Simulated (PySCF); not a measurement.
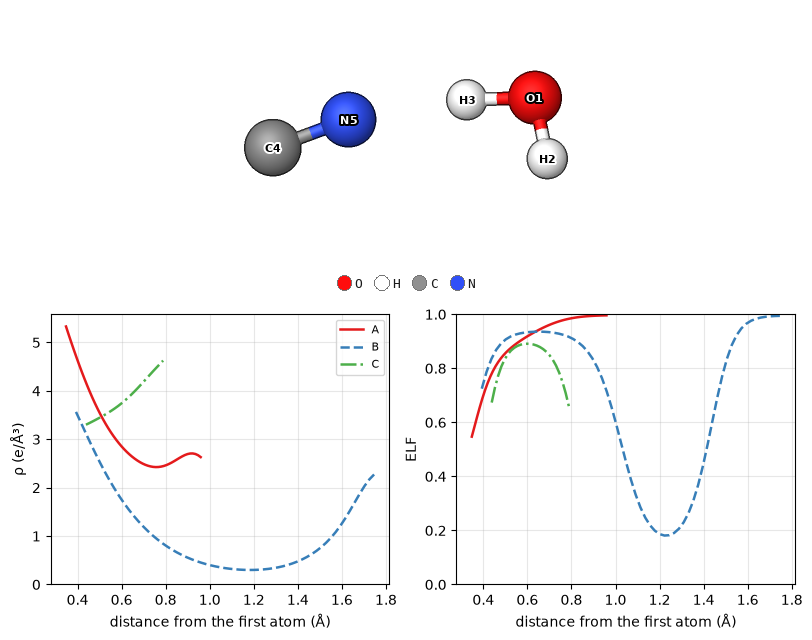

The picture shows: H$_{2}$O···CN (SMILES O.[C-]#N) (charge −1). Electron density and electron localisation function along straight lines between neighbouring atoms. The curves leave out the atomic cores. The structure is drawn too.

Geometry: PBE0-D3(BJ)/def2-TZVPD.

All numbers below come from wB97M-D3(BJ)/def2-TZVPD, SCF density, gas phase in PySCF 2.14.0.

```
atom    x (Å)    y (Å)    z (Å)
   O   0.1445   0.2969  -0.4437
   H   0.9143  -0.0629   0.0008
   H  -0.5691  -0.3528  -0.1852
   C  -2.1606  -2.5366   0.8691
   N  -1.6367  -1.6089   0.3903
```

Question: Which curve belongs to which contact (C–N, N–H and O–H)? The first atom named is at distance zero.

Answer: Curve A: O–H (0.96 Å): the density is about 3.7 e/Å³ at the midpoint; the ELF climbs to about 1 towards the hydrogen, as it does in any bond to H (a covalent bond by its length). Curve B: N5···H3 (1.75 Å): the density falls to about 0.3 e/Å³ on the way; the ELF dips to about 0.20 between them: a closed-shell contact with the geometry of a hydrogen bond. Curve C: C–N (1.17 Å): ρ at the midpoint is about 3.7 e/Å³; the ELF peaks at about 0.90 between the atoms: a short, multiple covalent bond.
